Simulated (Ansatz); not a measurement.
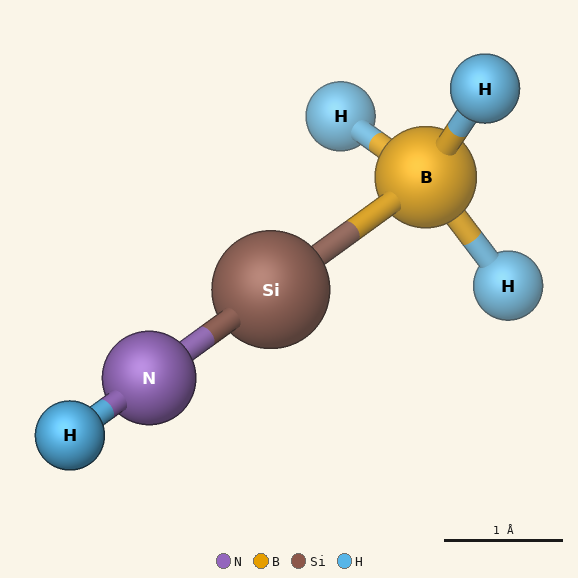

Atoms fade into the background with distance from the viewer. The computed structure is the end point of a PBE-D4/def2-SVP optimisation. No frequency run is at hand to confirm it as a minimum. Masses are those of the most abundant isotopes; constants are for the rigid equilibrium geometry.

> What kind of rotor is it, and what are its rotational constants in GHz?

A prolate symmetric top (C3v): A = 116, B = C = 5.03 GHz.
